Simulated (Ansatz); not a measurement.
```xyz
5
Lattice="4.7351 0.0000 0.0000 0.0000 4.7351 0.0000 0.0000 0.0000 6.8021" Properties=species:S:1:pos:R:3 pbc="T T T"
Ti    0.0000    0.0000    3.2268
Sb    2.3675    2.3675    5.8414
Se    2.3675    2.3675    1.6101
Se    0.0000    2.3675    4.3263
Se    2.3675    0.0000    4.3263
```

Space group P4mm; a structure generated by program, which may or may not match a known phase; spin-polarised.

Computed with Ansatz, DFT PBE, scalar-relativistic, plane waves, PAW.

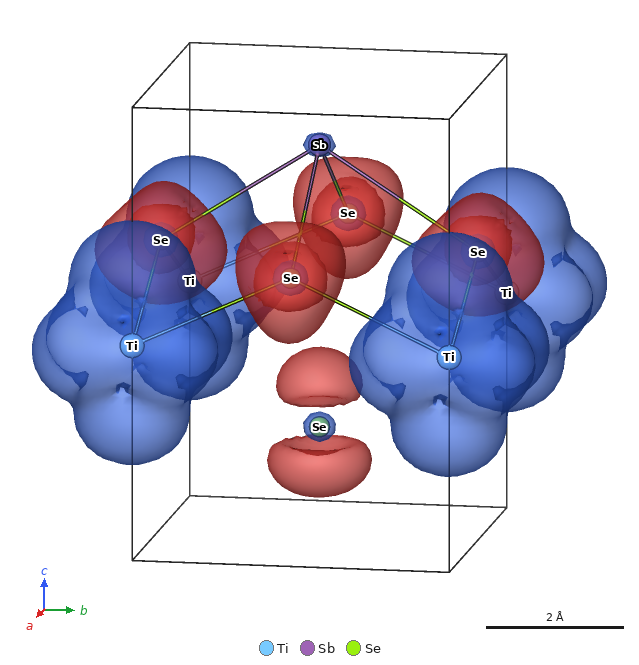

TiSbSe3. Isosurfaces of the spin density at +0.015 (blue) and −0.015 e/Å³ (red), seen slightly off an axis. Sticks mark near contacts.

The density is the valence pseudo-density of a PAW calculation; it isn't the true density close to the nuclei.

Question: Describe the spin distribution.

Answer: The spin density sits on Ti: +1.0 μB in one cell of 5 atoms, with smaller moments on other sites: Se (up to −0.08 μB): parallel main moments, as they must be, since the calculation's own cell holds one magnetic site. The cell of the calculation (5 atoms) carries 1.0 μB of net spin moment.
